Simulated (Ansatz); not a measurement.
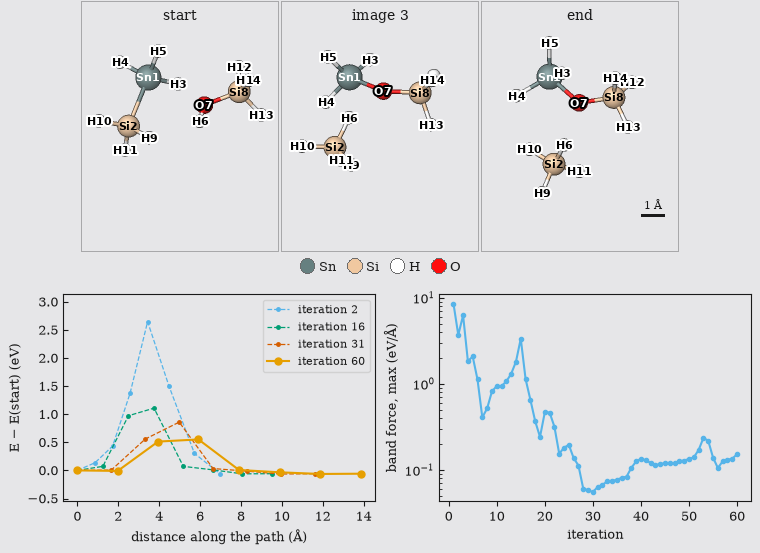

A search for the minimum-energy path of SnSi$_{2}$H$_{10}$O, made up at the start of SnSiH6 and SiH$_{4}$O by the nudged elastic band. Images are numbered from 0 (start) to 7 (end). The plot follows the band through its iterations. A ball-and-stick model, seen at a tilt.

These are results of Ansatz 0.2.0, RKS B3LYP-D4/def2-mTZVP, not measurements. Set-up: 6 movable images; no climbing image; force threshold 0.05 eV/Å; iteration limit 60; starting path through a guess of the saddle point.

**Did the band converge, and can the barrier be trusted?**

The result isn't final. The band hadn't converged when the run stopped after 60 iterations. The largest component of the band force went from 8.5 to 0.15 eV/Å. The barrier read from it is provisional: over the last two iterations the highest image moved from 0.63 eV to 0.55 eV. The first iteration put the highest image at 3.99 eV. The energy climbs by 0.55 eV to image 3 and then falls by 0.61 eV, so the end point sits at −0.06 eV. Image 6 lies below both ends, at −0.06 eV, which may mean an intermediate minimum or an end that is no minimum.

Limits of the set-up: the start holds two separate molecules, 2.4 Å apart at their closest, whose relative position is a soft coordinate.

The run took 30 min on 4 threads of Arm Neoverse N1, with other jobs on the host, peak memory 0.43 GiB.
